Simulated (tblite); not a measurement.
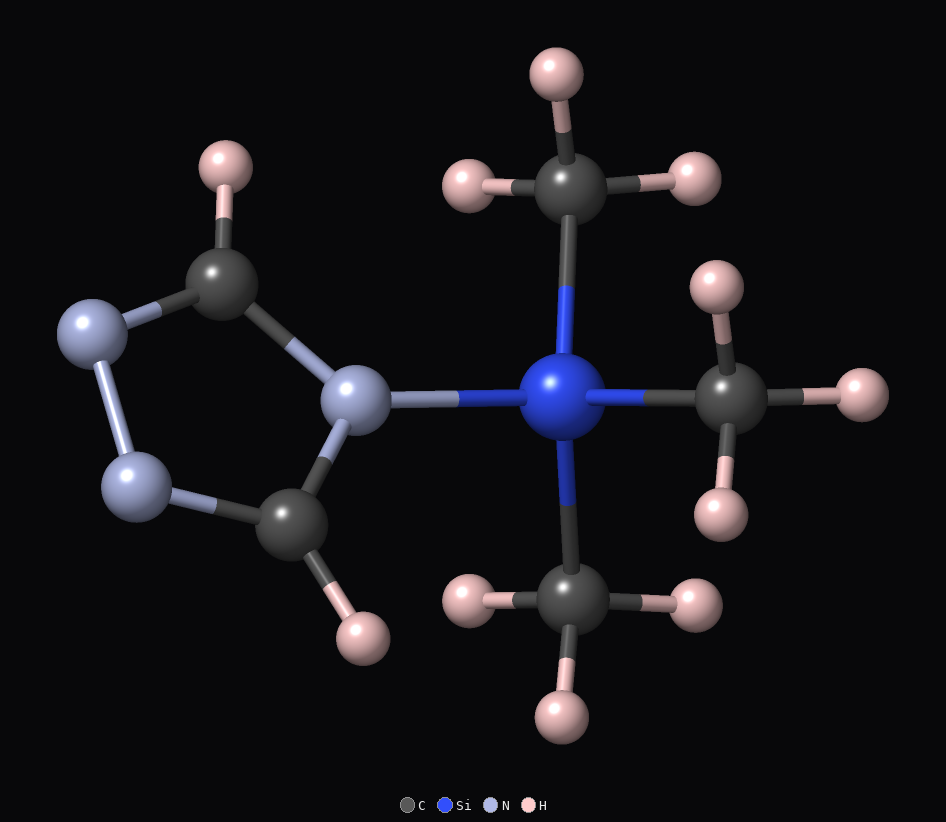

The picture comes from a calculation with tblite.

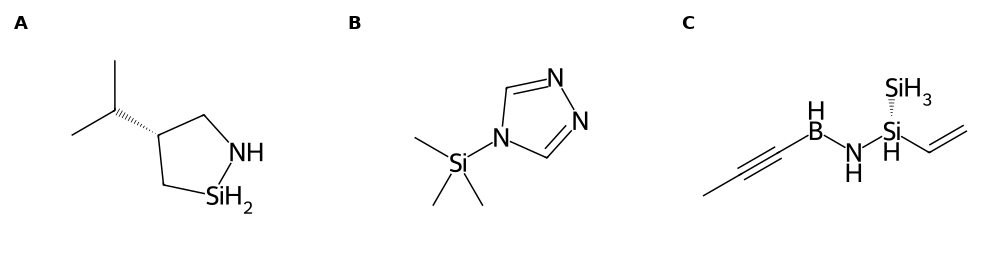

> The first picture shows one of the molecules drawn in the second. Which?

B, `C[Si](C)(C)n1cnnc1`.
